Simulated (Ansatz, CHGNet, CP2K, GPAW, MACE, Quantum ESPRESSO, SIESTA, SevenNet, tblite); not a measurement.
## Running Ti3C2O2 MXene, 1 layer (61 atoms) with GPAW

How near does GPAW come to plane waves for Ti3C2O2 MXene, 1 layer (61 atoms)?

Method: the method is named at each step, in GPAW 26.7.0.

## (1) The structure

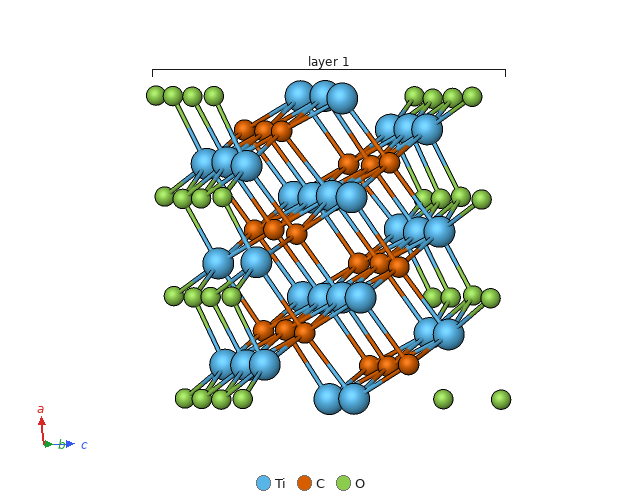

The cell as given, from the side, with the c axis across the page (titanium blue, carbon orange, oxygen green). Bonds to atoms that aren't drawn are left out. Some periodic images of atoms are drawn too.

The cell holds 61 atoms: 25 Ti, 18 C and 18 O. Its edges and angles: a = 9.120 Å, b = 9.120 Å, c = 20.900 Å, α = 90.0°, β = 90.0°, γ = 120.0°. It derives from Ti3C2O2 (Ti3C2O2 MXene). 1 layer of Ti3C2O2 MXene (a = 3.04 Å), 3 x 3 cells; 14 Å of vacuum; 2 Ti removed at random; every coordinate displaced by a Gaussian of 0.03 Å. Then every atom was moved at random, 0.03 Å r.m.s. a Cartesian component. Vacuum lies along c.

The yardstick, on the same geometry:

| Property | Result |
| --- | --- |
| method | Kohn-Sham DFT, PBE, PAW, plane waves (Ansatz 0.2.0); cutoff 420 eV, Γ point, fermi-dirac smearing of 0.05 eV; PAW set soft_2 |
| r.m.s. force component | 1.241 eV/Å |
| longest force | 3.999 eV/Å |
| SCF cycles | 14 |
| time | 21 s on 4 threads of Arm Neoverse V1, shared host |
| CPU time | 80 s |

## (2) PBE, LCAO dzp, h 0.22 Å

Method: Kohn-Sham DFT, PBE, PAW, atomic orbitals (dzp).

Contents of run.py:

```python
import numpy as np
from ase.io import read
from gpaw import GPAW, FermiDirac

atoms = read("structure.xyz")
atoms.calc = GPAW(
    mode="lcao",
    basis="dzp",
    h=0.22,
    xc="PBE",
    kpts={"size": (1, 1, 1), "gamma": True},
    occupations=FermiDirac(0.05),
    maxiter=200,
    symmetry={"point_group": False},
    txt="gpaw.txt",
)
energy = atoms.get_potential_energy(force_consistent=True)
forces = atoms.get_forces()
print(f"energy {energy:.6f} eV")
print("forces (eV/A)")
for i, (a, f) in enumerate(zip(atoms, forces)):
    print(f"{i:4d} {a.symbol:2s} {f[0]:10.5f} {f[1]:10.5f} {f[2]:10.5f}")
print(f"Fermi level {atoms.calc.get_fermi_level():.4f} eV")
for k in range(len(atoms.calc.get_ibz_k_points())):
    for s in range(atoms.calc.get_number_of_spins()):
        e = atoms.calc.get_eigenvalues(kpt=k, spin=s)
        n = np.searchsorted(e, atoms.calc.get_fermi_level())
        print(f"k {k} spin {s} levels about the Fermi level:", np.round(e[max(n - 6, 0):n], 4).tolist(), "|", np.round(e[n:n + 6], 4).tolist())
```

Contents of structure.xyz:

```xyz
61
Lattice="9.12000 0.00000 0.00000 -4.56000 7.89815 0.00000 0.00000 0.00000 20.90000" Properties=species:S:1:pos:R:3 pbc="T T T"
Ti 4.53702 7.83449 10.47341
C 0.00228 1.72622 11.70755
C 1.51652 0.92511 9.13999
Ti 0.03498 1.73120 7.88390
O 4.56114 7.87848 13.90895
O -4.53766 7.88188 7.07277
Ti 7.61958 2.59786 10.38918
C -1.48943 4.29399 11.70024
C 0.02285 3.56467 9.21836
Ti -0.03215 3.50007 13.03094
Ti -1.48884 4.35030 7.92988
O 7.54384 2.59573 13.88053
O -1.52263 2.64327 7.00213
Ti -3.06336 5.32675 10.51542
C -2.99934 7.01063 11.71738
C -1.54666 6.13892 9.21690
Ti -1.57703 6.11159 13.02781
Ti -3.02529 7.04736 7.90292
O 6.02604 5.27533 13.88951
O 6.05823 5.28497 7.00547
Ti 3.04777 0.03057 10.43850
C 3.06031 1.77282 11.66345
C 4.55576 0.90615 9.16005
Ti 4.57587 0.91492 13.00168
Ti 3.06131 1.77029 7.95015
O 3.02542 0.03136 13.87655
O 3.07426 0.03696 7.02721
Ti 1.47730 2.67344 10.46965
C 1.54757 4.39390 11.72532
C 3.07896 3.50733 9.17092
Ti 3.00385 3.48814 13.00168
O 1.52806 2.64462 13.84437
O 1.54666 2.62377 7.04769
Ti 0.00762 5.28900 10.45669
C -0.05230 6.98868 11.71069
C 1.47949 6.05117 9.27166
Ti 1.49313 6.15266 13.03387
Ti 0.03908 7.08567 7.93259
O 0.05139 5.32185 13.92609
O 0.04742 5.25116 6.99042
Ti 6.08053 0.00845 10.45543
C 6.09667 1.68396 11.66575
C 7.65660 0.75743 9.17761
Ti 7.58670 0.90379 13.01965
Ti 6.08961 1.71595 7.90333
O 6.00807 0.01437 13.89223
O 1.53480 7.89420 7.04414
Ti 4.49370 2.71602 10.44791
C 4.53296 4.31626 11.75876
C 6.05983 3.48064 9.18785
Ti 6.11377 3.49177 13.01192
Ti 4.58709 4.41475 7.93155
O 4.50314 2.64438 13.83371
O 4.51217 2.62511 7.00610
Ti 3.09077 5.25432 10.44728
C 3.03213 7.08322 11.70776
[... 1 atom lines left out ...]
Ti 4.57924 6.14271 12.96950
Ti 2.99825 6.98268 7.93657
O 3.06747 5.23908 13.86610
O 3.01329 5.25314 6.98520
```

Launch:

```
$ OMP_NUM_THREADS=1 python run.py > output.txt
```

Output:

```text
energy -477.965409 eV
forces (eV/A)
   0 Ti    0.82638    1.37269    0.19374
   1 C    -0.51510    0.50389   -1.16318
   2 C     0.04691   -0.86013    2.23667
   3 Ti    1.74706    1.77914   -1.76239
   4 O    -1.94053   -0.93418   -1.47689
   5 O    -0.13170   -0.20261   -0.88498
   6 Ti   -0.05330    0.15934    0.73954
   7 C    -0.93790    0.74722   -0.41159
   8 C    -0.78979   -0.75471    0.94547
   9 Ti    2.47595   -1.11703    1.03688
  10 Ti    1.97214    1.75569   -2.50231
  11 O     0.00144    0.35851    0.75633
  12 O    -0.20675   -0.45186    0.40157
  13 Ti    0.59832   -0.97324   -0.94029
  14 C    -0.47406   -0.58949   -1.42437
  15 C     0.14335    0.16550    1.06164
  16 Ti    0.56291    3.05181    1.31021
  17 Ti    0.35547   -0.45358   -1.08794
  18 O     0.14703   -0.93557    0.20078
  19 O     0.41055    0.18416    0.53474
  20 Ti   -0.66937    0.11124    0.63031
  21 C    -0.03956   -0.02697   -1.17025
  22 C     0.57418   -0.26791    1.71965
  23 Ti   -3.16694   -1.39616    1.26911
[...]
53 O     0.90568   -0.15611    0.38309
  54 Ti   -1.45473   -0.09457   -0.08895
  55 C    -0.10331   -0.89840   -1.10461
  56 C     1.01482   -0.52694    2.69936
  57 Ti   -0.46355    2.34726    2.21290
  58 Ti    0.55431   -2.72781   -2.31186
  59 O    -0.33178    0.43225   -0.11839
  60 O     1.43891    0.81364    1.60352
Fermi level -0.5635 eV
k 0 spin 0 levels about the Fermi level: [-1.0177, -0.9398, -0.6793, -0.629, -0.6184, -0.5741] | [-0.0618, -0.0008, 0.0961, 0.1493, 0.2391, 0.3084]
```

gpaw.txt:

```text
Input parameters:
  mode=LCAO(),
  basis={'default': 'dzp'},
  h=0.22,
  kpts=MonkhorstPack(size=(1, 1, 1), gamma=True),
  maxiter=200,
  occupations=Occupations(name='fermi-dirac', width=0.05, fixmagmom=False),
  symmetry=Symmetry(point_group=False),
  xc=XC(name='PBE')
Unit cell  # Å
| periodic |         x |        y |         z |   lengths |     angles |
|----------|-----------|----------|-----------|-----------|------------|
|      yes |  9.120000 | 0.000000 |  0.000000 |  9.120000 |  90.000000 |
|      yes | -4.560000 | 7.898150 |  0.000000 |  9.119999 |  90.000000 |
|      yes |  0.000000 | 0.000000 | 20.900000 | 20.900000 | 120.000005 |
Number of symmetries: 1
Symmetry operations  # r_c * U_cc + t_c -> r_c
|   | kind |            matrix            |
|---|------|------------------------------|
| 0 |  E   |  1, 0, 0,  0, 1, 0,  0, 0, 1 |
BZ-sampling:
  Number of BZ points: 1
  Number of IBZ points: 1
  Monkhorst-Pack size: [1, 1, 1]
  Monkhorst-Pack shift: [0, 0, 0]
[... lines left out ...]
  Fermi-Dirac:
[... lines left out ...]
    Stencil: 8*3+1=25 point O(h^6) finite-difference Laplacian
xc functional:
  name: PBE with 2 nearest neighbor stencil
interpolation: tri-quintic # 5. degree polynomial
Initialization done in: 11.723 s
convergence criteria:
- Maximum [total energy] change in last 3 cyles: 0.0005 eV / valence electron
- Maximum integral of absolute [dens]ity change: 0.0001 electrons / valence electron
- Maximum integral of absolute [eigenst]ate change: 4e-08 eV^2 / valence electron
maximum number of iterations: 200
SCF iterations
|iter     |      energy | eigst |  dens |
|---------|-------------|-------|-------|
|iter:   1| -537.245127 |      c|       |
|iter:   2| -515.526193 |      c| -0.85 |
|iter:   3| -488.101888 |      c| -0.93 |
|iter:   4| -567.771969 |      c| -1.31 |
[...]
|iter:   8| -478.239164 |      c| -1.69 |
|iter:   9| -478.000709 |      c| -1.87 |
|iter:  10| -478.128259c|      c| -2.06 |
|iter:  11| -477.938058c|      c| -2.15 |
|iter:  12| -477.905752c|      c| -2.45 |
[...]
|iter:  17| -477.861858c|      c| -3.58 |
|iter:  18| -477.861653c|      c| -3.72 |
|iter:  19| -477.861569c|      c| -4.09c|
Converged in 19 steps
SCF loop duration: 330.453 s (17.392 s/step)
Energy contributions relative to reference atoms: (reference = -635833.004541)
Energy contributions:
  Kinetic:         519.274649
  Coulomb:        -575.354390
  Zero:             27.787326
  External:          0.000000
  Xc:             -449.465313
  Entropy:          -0.207681
  Spinorbit:         0.000000
  ----------------------------
  Free energy:    -477.965409
  Extrapolated:   -477.861569
dipole moment: (85.288625, -17.926815, 0.181090)  # |e|*Ang
Fermi level: -0.563
Eigenvalues  # (at kpt = [0.000, 0.000, 0.000])
| band index |      eig [eV] | occ [0-2] |
|------------|---------------|-----------|
|          0 |       -57.934 |     2.000 |
|        ... |               |           |
|        233 |        -1.081 |     2.000 |
|        234 |        -1.042 |     2.000 |
[...]
|        248 |         0.631 |     0.000 |
|        ... |               |           |
|        291 |         2.603 |     0.000 |
Gap: 0.512 eV
Transition (v -> c):
  (s=0, k=0, n=240, [0.00, 0.00, 0.00]) -> (s=0, k=0, n=241, [0.00, 0.00, 0.00])
No difference between direct/indirect transitions
Force computation time: 45.417  # s
timing:  # [seconds]
  Total:  387.628  # ━━━━━━━━━━━━━━━━━━━━━━━━━━━━━━━━━━━━━━━━━━━━━━━━━━━━━━━━
  Init:    11.723  # ━╸
  SCF:    330.453  # ━━━━━━━━━━━━━━━━━━━━━━━━━━━━━━━━━━━━━━━━━━━━━━━╸
  Forces:  45.417  # ━━━━━━╸
```

Wall time 6.5 min (1 thread of Arm Neoverse V1, shared host); peak memory 1 GiB.

Banners, paths, timers and routine set-up lines are dropped from the logs unmarked, and long logs keep their key lines alone; longer cuts are marked.

Against the reference:

- r.m.s. force component: 1.187 eV/Å
- r.m.s. difference of force components: 170.7 meV/Å
- longest difference of force vectors: 560.2 meV/Å
- force difference over r.m.s. force: 13.76 %
- slope of forces against the reference's: 0.9479
- correlation of force components: 0.9911

This is a coarse setting, run to see what it loses.

Length of the force difference by element (eV/Å):

| element | atoms | mean | most |
| --- | --- | --- | --- |
| C | 18 | 0.075 | 0.15 |
| O | 18 | 0.42 | 0.56 |
| Ti | 25 | 0.23 | 0.38 |

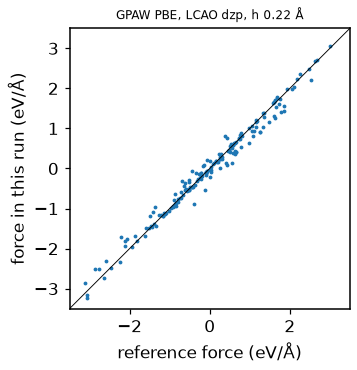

Force components against those of the reference; the line marks equality.

A closer look about Ti52, which bears the longest force: 9 atoms, nearest first, numbered in the order of the input, with positions taken from that point.

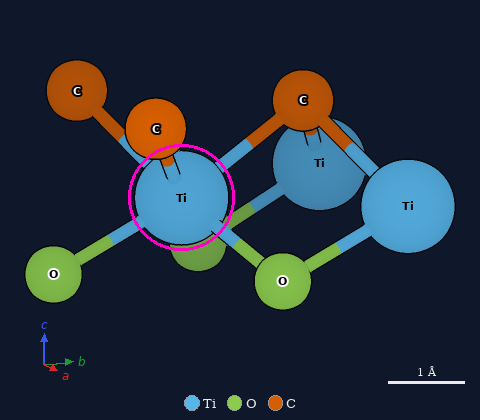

The atoms of the table, within 3.0 Å (arrows a, b, c point along x, y, z); some may hide others; the central atom is ringed.

| atom | x | y | z | distance (Å) | bonds | Fx | Fy | Fz (eV/Å) |
| --- | --- | --- | --- | --- | --- | --- | --- | --- |
| Ti52 | 0.00 | 0.00 | 0.00 | 0.00 | 6 | -2.49 | 0.47 | -2.85 |
| O20 | 1.47 | 0.87 | -0.93 | 1.94 | 3 | 0.41 | 0.18 | 0.53 |
| O54 | -0.07 | -1.79 | -0.93 | 2.02 | 3 | 0.91 | -0.16 | 0.38 |
| O61 | -1.57 | 0.84 | -0.95 | 2.02 | 2 | 1.44 | 0.81 | 1.60 |
| C57 | -0.08 | 1.75 | 1.18 | 2.11 | 6 | 1.01 | -0.53 | 2.70 |
| C50 | 1.47 | -0.93 | 1.26 | 2.15 | 6 | 0.47 | 0.23 | 1.63 |
| C30 | -1.51 | -0.91 | 1.24 | 2.15 | 5 | -0.09 | 0.35 | 2.03 |
| Ti59 | -1.59 | 2.57 | 0.01 | 3.02 | 6 | 0.55 | -2.73 | -2.31 |
| Ti18 | 1.51 | 2.63 | -0.03 | 3.03 | 6 | 0.36 | -0.45 | -1.09 |

Atoms are counted from 1 here, from 0 in the log.

Forces lie 14 % from the reference's, at 4.9 times its CPU time (on 1 against 4 cores).

The forces add up to 0.53 eV/Å instead of zero, usually a sign of too coarse a grid.

Further runs of this program without a result: GPAW PBE, LCAO dzp, h 0.18 Å (cut off at its time limit); GPAW revPBE, LCAO dzp, h 0.18 Å (cut off at its time limit); GPAW PBE, LCAO szp(dzp), h 0.18 Å (cut off at its time limit).

## (3) Results

| Item | Value |
| --- | --- |
| force difference from the reference | GPAW PBE, LCAO dzp, h 0.22 Å (coarse), 14 % |
| its CPU time | 6.5 min |

In words: Runs with settings chosen to be coarse differ by 14 % (GPAW PBE, LCAO dzp, h 0.22 Å), their programs' other errors included. The runs have no spin polarisation, so moments on Ti can't form, and no Hubbard term. The electronic-structure runs sample only Γ, in a cell whose shortest periodic width is 8 Å, which is coarse for a cell with partly filled levels.

[Also dropped from logs without a mark: logging warnings of Python, and SIESTA's first energy breakdown and zero terms.]

[Logs are printed without paths, hosts, clocks, repeated set-up lines and the standing remarks that a program may print on its own settings, such as how far it seeks lower states.]

[Hosts, paths, dates, database ids (printed as entryN), source tags and the programs' standing remarks are cut or masked in the printed files.]
